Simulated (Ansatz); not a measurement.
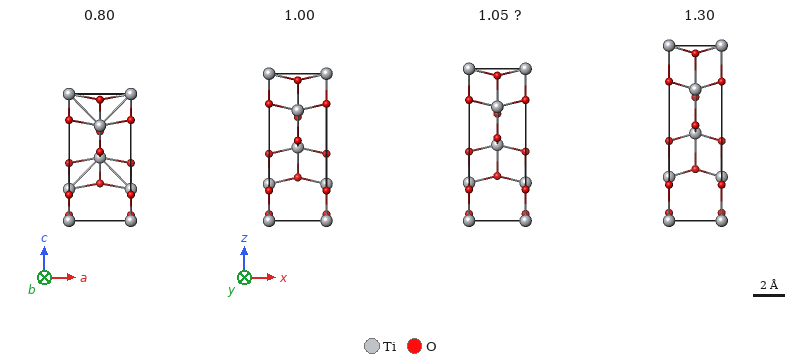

A crystal of TiO2 (I4_1/amd): the ratio of the cell's length along z to its lengths across, counted as 1 for the reference, is changed at fixed volume (a c/a path), with the atoms kept at their fractional coordinates. x, y and z are the Cartesian axes of the input. Style: ball-and-stick. Shown: the conventional cell (2 times the calculation's cell), along the b axis. Lengths and directions refer to the drawn axes.

Method: DFT PBE+U, scalar-relativistic, plane waves, PAW (Ansatz). Set-up: plane-wave cutoff 420 eV; k-point mesh 10 × 10 × 10; occupations gaussian; smearing width 0.05 eV; U Ti 4.0 eV; no spin polarisation. Energies (free energies at the smearing named) are counted from the relaxed crystal.

| axial ratio over its reference value | E − E(ref) (meV/atom) |
| --- | --- |
| 0.80 | 398 |
| 0.85 | 189 |
| 0.92 | 44 |
| 0.96 | 10 |
| 1.00 | 0 |
| 1.05 | ? |
| 1.10 | 44 |
| 1.20 | 141 |
| 1.30 | 260 |

> Fill in the missing row.

A straight line between the two neighbours gives 22 meV/atom. A cubic through the four nearest rows (0.96, 1.00, 1.10, 1.20) gives, with Lagrange weights, (−0.2790)(10) + (0.8437)(0) + (0.4821)(44) + (−0.0469)(141) = 12 meV/atom. The calculation gives 12 meV/atom, so the cubic is right to the digits shown and the straight line 10 meV/atom too high, as the curve bends upwards here.

The whole profile:

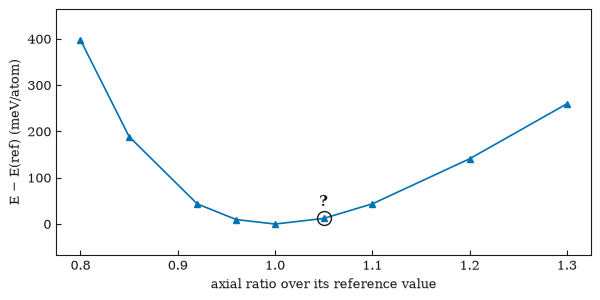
